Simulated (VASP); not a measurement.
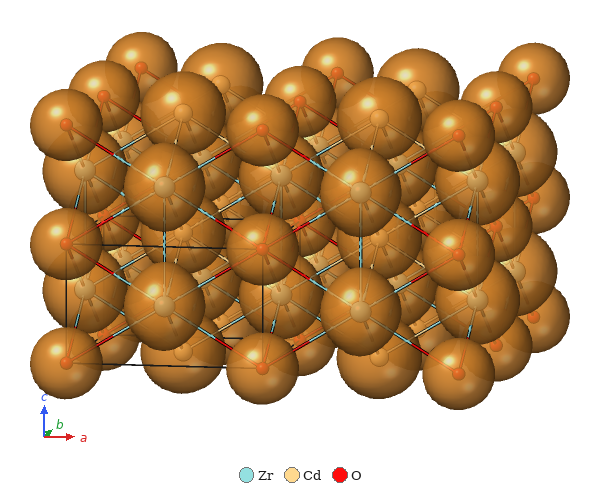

*Zr$_{2}$CdO. Isosurface of the valence pseudo-density at 0.5 e/Å³ (orange), seen slightly off an axis. Sticks mark near contacts.*

Space group P4/mmm; a generated structure, not necessarily the stable one; computed pressure about 4 GPa in this cell.

Level of theory: VASP 6.6.1, Kohn-Sham DFT of a periodic cell, vdW-DF, spin-orbit coupling, VASP PAW PBE potentials, recommended.

Core electrons are frozen (PAW), and the valence fields are smoothed inside the atomic spheres.

```
Zr Cd O
1.0
     4.91280    0.00000    0.00000
     0.00000    4.91280    0.00000
     0.00000    0.00000    2.96158
Zr Cd O
2 1 1
Direct
  0.00000 0.50000 0.50000
  0.50000 0.00000 0.50000
  0.50000 0.50000 0.00000
  0.00000 0.00000 0.00000
```

**Which contacts does the surface bridge?**

At this value the density breaks into separate islands; it holds about 75 % of the electrons treated as valence. It bridges none of the near contacts. It is pinched off along the shortest Zr–Cd (2.87 Å), Zr–O (2.87 Å) and Zr–Zr (2.96 Å) contacts. On the grid the lowest density along these lines, outside the cores, is 0.25 e/Å³ (Zr–Cd, 2.87 Å), 0.12 e/Å³ (Zr–O, 2.87 Å) and 0.29 e/Å³ (Zr–Zr, 2.96 Å).
